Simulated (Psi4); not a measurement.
# HF/def2-SV(P) (core potential, sweep point 1) run of SnO (tin(ii) oxide)

Aim: the vertical ionisation energy of SnO (tin(ii) oxide) at HF/def2-SV(P) (core potential, sweep point 1), from 2 runs. 

The calculation is run with Psi4 1.11.

**1. The system as given**

SnO has 2 atoms, charge 0, and is taken as a singlet. As SMILES, `[O]=[Sn]`. The shape is that of a PBE0-D4/def2-TZVP optimisation.

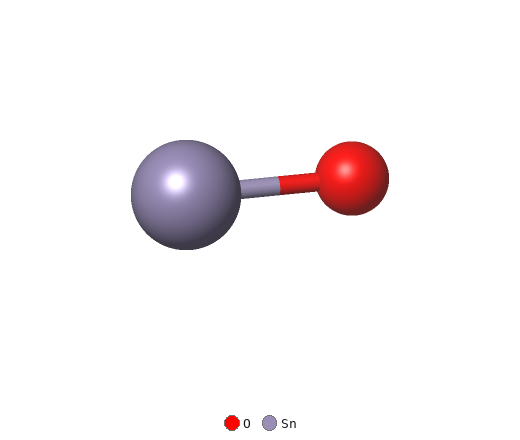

The structure, seen from a chosen angle (oxygen red, tin purple).

**2. The energy at HF/def2-SV(P) (core potential, sweep point 1)**

calc.inp reads:

```
memory 1.6 GB

molecule geom {
  0 1
  O      0.000000     0.000000    -0.007080
  Sn     0.000000     0.000000     1.810660
  units angstrom
  symmetry c1
}

set {
  basis def2-SV(P)
  puream true
  scf_type pk
}

E, wfn = energy('scf', return_wfn=True)
```

Run with:

```sh
psi4 calc.inp calc.out -n 1
```

calc.out:

```text
[...]
    !!!  WARNING: ECP capability is in beta. Please check occupations closely.  !!!
[...]
  Running in c1 symmetry.
[...]
  Nuclear repulsion =   51.236804536358335
[...]
  Multiplicity = 1
[...]
  Nalpha       = 15
  Nbeta        = 15
[...]
    Number of basis functions: 40
[...]
   @RHF iter   1:  -287.79770110213400   -1.95186e+00   1.91551e-02 DIIS/ADIIS
[...]
   @RHF iter   9:  -288.10356794140296   -7.49200e-08   5.24174e-07 DIIS
[...]
    Orbital Energies [Eh]
    ---------------------
    Doubly Occupied:
       1A    -20.491416     2A     -5.882465     3A     -4.073163
       4A     -4.073163     5A     -4.062642     6A     -1.356847
       7A     -1.342064     8A     -1.342064     9A     -1.331391
      10A     -1.331391    11A     -1.125709    12A     -0.551786
      13A     -0.398659    14A     -0.398659    15A     -0.379898
[...]
  @RHF Final Energy:  -288.10356794140296
   => Energetics <=
    Nuclear Repulsion Energy =             51.2368045363583349
    One-Electron Energy =                -582.3981241288703359
    Two-Electron Energy =                 243.0577516511090437
    Total Energy =                       -288.1035679414029573
[...]
 Multipole Moments:
 ------------------------------------------------------------------------------------
     Multipole            Electronic (a.u.)      Nuclear  (a.u.)        Total (a.u.)
 ------------------------------------------------------------------------------------
 L = 1.  Multiply by 2.5417464519 to convert [e a0] to [Debye]
 Dipole X            :         -0.0000001            0.0000000           -0.0000001
 Dipole Y            :         -0.0000000            0.0000000           -0.0000000
 Dipole Z            :         17.2937730          -15.3512859            1.9424871
 Magnitude           :                                                    1.9424871
[...]
```

Run time: 2.6 s. Hardware: 1 thread of Intel Xeon at 2.70GHz, shared host; peak memory 0.19 GiB.

**3. The doublet cation, same level**

job.dat reads:

```
memory 1.6 GB

molecule {
  1 2
  O      0.000000     0.000000    -0.007080
  Sn     0.000000     0.000000     1.810660
  symmetry c1
}

set basis def2-SV(P)
set reference uhf
set puream true
set scf_type pk
set maxiter 100

e = energy('scf')
```

Run with:

```sh
psi4 -n 1 job.dat job.out
```

job.out:

```text
[...]
    !!!  WARNING: ECP capability is in beta. Please check occupations closely.  !!!
[...]
  Running in c1 symmetry.
[...]
  Nuclear repulsion =   51.236804536358335
[...]
  Multiplicity = 2
[...]
  Nalpha       = 15
  Nbeta        = 14
[...]
    Number of basis functions: 40
[...]
   @UHF iter   1:  -287.37023978117577   -1.52440e+00   1.89251e-02 DIIS/ADIIS
[...]
   @UHF iter  14:  -287.80919859735366   -3.04152e-08   5.20297e-07 DIIS
[...]
   @S^2 Observed:                7.885734455E-01
[...]
    Orbital Energies [Eh]
    ---------------------
    Alpha Occupied:
       1A    -20.836394     2A     -6.185375     3A     -4.373471
       4A     -4.371448     5A     -4.371448     6A     -1.683518
       7A     -1.637170     8A     -1.637170     9A     -1.636799
      10A     -1.636799    11A     -1.503328    12A     -0.930520
      13A     -0.771401    14A     -0.771401    15A     -0.707437
    Alpha Virtual:
      16A     -0.220378    17A     -0.220378    18A     -0.099616
      19A      0.040743    20A      0.136696    21A      0.136696
      22A      0.203557    23A      0.238783    24A      0.238783
      25A      0.300569    26A      0.300569    27A      0.465241
[...]
  @UHF Final Energy:  -287.80919859735366
   => Energetics <=
    Nuclear Repulsion Energy =             51.2368045363583349
    One-Electron Energy =                -573.2012382045024879
    Two-Electron Energy =                 234.1552350707904964
    Total Energy =                       -287.8091985973536566
  UHF NO Occupations:
  HONO-2 :   13  A 1.9961566
  HONO-1 :   14  A 1.9892931
[...]
 Multipole Moments:
 ------------------------------------------------------------------------------------
     Multipole            Electronic (a.u.)      Nuclear  (a.u.)        Total (a.u.)
 ------------------------------------------------------------------------------------
 L = 1.  Multiply by 2.5417464519 to convert [e a0] to [Debye]
 Dipole X            :         -0.0000055            0.0000000           -0.0000055
 Dipole Y            :         -0.0000009            0.0000000           -0.0000009
 Dipole Z            :         16.6623493          -15.3512859            1.3110634
 Magnitude           :                                                    1.3110634
[...]
```

It took 2.7 s on 1 thread of Intel Xeon at 2.70GHz, shared host; peak memory 0.19 GiB.

**4. Results**

At HF/def2-SV(P) (core potential, sweep point 1):

```
                                          quantity          value
                         singlet SnO: total energy  -288.10357 Eh
                        singlet SnO: dipole moment         4.94 D
                          singlet SnO: HOMO energy      -10.34 eV
                          singlet SnO: LUMO energy        0.62 eV
                        singlet SnO: HOMO–LUMO gap       10.95 eV
                      doublet cation: total energy  -287.80920 Eh
doublet cation: HOMO energy (highest over α and β)      -19.25 eV
 doublet cation: LUMO energy (lowest over α and β)       -6.18 eV
                              doublet cation: ⟨S²⟩          0.789
vertical ionisation energy (to the doublet cation)       8.010 eV
```

Removing an electron at fixed nuclei costs 8.01 eV (773 kJ/mol). −ε(HOMO) before ionisation, 10.34 eV, is 2.33 eV above this ionisation energy.
